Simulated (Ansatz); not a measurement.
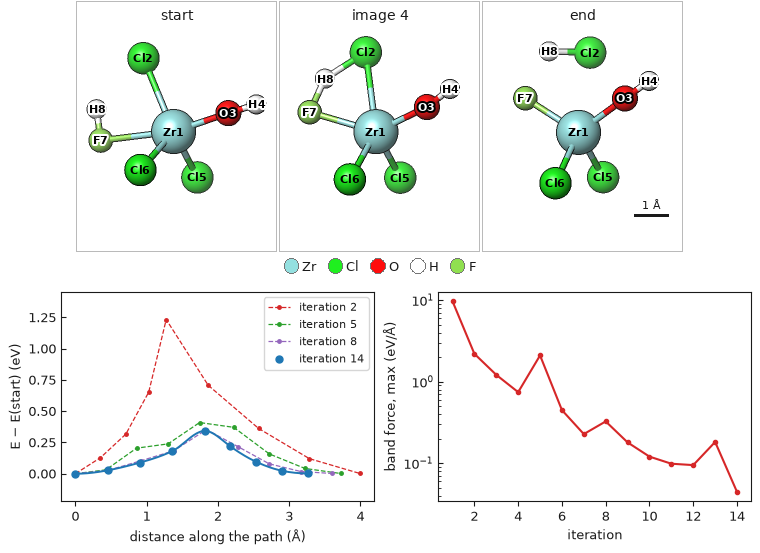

A search for the minimum-energy path of ZrH₂OCl₃F by the nudged elastic band. Images are numbered from 0 (start) to 8 (end). The plot follows the band through its iterations. A ball-and-stick model, seen at a tilt.

Computed with RKS B3LYP-D4/def2-SVP in Ansatz. Set-up: 7 movable images; climbing image; force threshold 0.05 eV/Å; iteration limit 60; starting path through a guess of the saddle point.

**Judge this run.**

The result is final at these settings. The band converged in 14 iterations. The largest component of the band force went from 9.7 to 0.044 eV/Å. The climbing image converged on the top of the path. Its vibrational analysis gives one imaginary mode (422i cm⁻¹), as a transition state must have. The first iteration put the highest image at 2.95 eV. The barrier is about 0.34 eV in both directions, with image 4 at the top; the ends have nearly the same energy.

The run took 3.9 min on 4 threads of Arm Neoverse V2 (shared host), peak memory 0.34 GiB.
